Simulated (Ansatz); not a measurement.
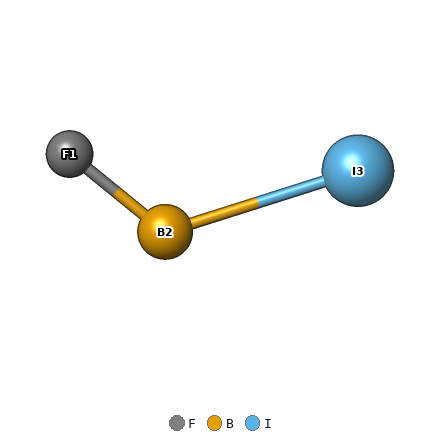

The system is BFI, SMILES F[B]I, spin multiplicity 2; the picture shows the reference structure. The first coordinate is: angle F1–B2–I3; the second: change of the bonds B2–F1, B2–I3, all alike. Nothing is relaxed (all other coordinates rigid). The scan uses a 9 × 9 grid. Points are written as (first, second). All energies are given in kJ/mol relative to the lowest grid point. These are results of UKS r2SCAN-D4/def2-TZVP in Ansatz 0.2.0, not measurements.

Its coordinates:

```yaml
atoms:
  - { symbol: F, position_ang: [-0.4466, 1.3146, -0.0985] }
  - { symbol: B, position_ang: [-0.5247, 0.0315, -0.2832] }
  - { symbol: I, position_ang: [0.9713, -1.3461, 0.3816] }
```

Range: angle F1–B2–I3 from 78.4 to 168.4°; change of the bonds B2–F1, B2–I3, all alike from −0.189 to 0.292 Å.

**Predict the map.**

The lowest grid point is at (123.4°, −0.009 Å). No other kind of well shows on this grid. The highest grid point, (78.4°, −0.189 Å), lies 543 kJ/mol above the lowest. Round the minimum the two coordinates are weakly coupled (coupling 0.12 in units of the two stiffnesses).

```tsv
second ↓, first →	78.4	89.6	100.9	112.1	123.4	134.6	145.9	157.1	168.4
0.292	251	198	168	155	155	163	180	202	228
0.232	223	160	125	110	108	118	136	161	191
0.172	203	128	87	69	66	76	95	123	157
0.112	194	106	58	35	31	41	61	92	130
0.052	200	98	41	14	7	16	37	70	111
−0.009	229	110	42	10	0	8	29	62	107
−0.069	288	150	70	30	17	22	44	78	123
−0.129	388	229	135	86	67	70	90	124	170
−0.189	543	360	250	191	166	165	183	216	262
```

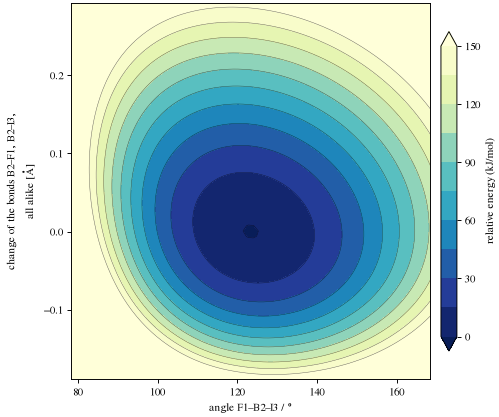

In the figure: filled contours, one colour for all values above the top of the scale. Between grid points the surface is interpolated.

Time for the 81 points that were run: 15 min on 1 thread of Arm Neoverse V1 (shared host).
